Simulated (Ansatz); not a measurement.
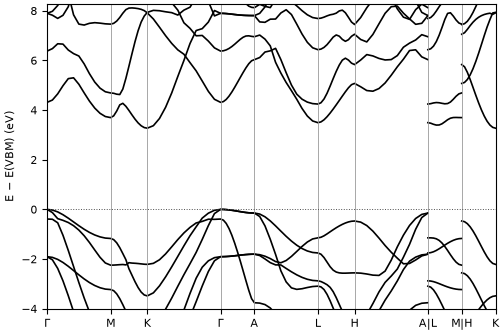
Figure. Band structure from the program Ansatz at the LDA level (PAW)

### Question
Read off the gap and where the band edges lie.

### Answer
About 3.3 eV (3.27 eV by a search for the band edges); maximum at Γ, minimum at K.

### Question
Which of these materials gives this?
A) TiH8N2F6, P-3m1 (Pearson symbol hP17)
B) AlSiCN, P3m1 (Al on 1b, Si on 1c, C on 1b, N on 1c)
C) MgZn2O3, P-3m1 (Mg on 1a, Zn on 2d, O on 2d, O on 1b)

### Answer
B, AlSiCN, P3m1 (Al on 1b, Si on 1c, C on 1b, N on 1c)

The first step of the workflow began from a Materials Project structure, measured or hypothetical; the Crystallography Open Database copy checked does not list it. Whether it is the stable phase at ambient conditions was not checked. Symmetry was held in the LDA relaxation; its stability against distortions is not shown here.

Potentials: the later of the program's two PAW sets.
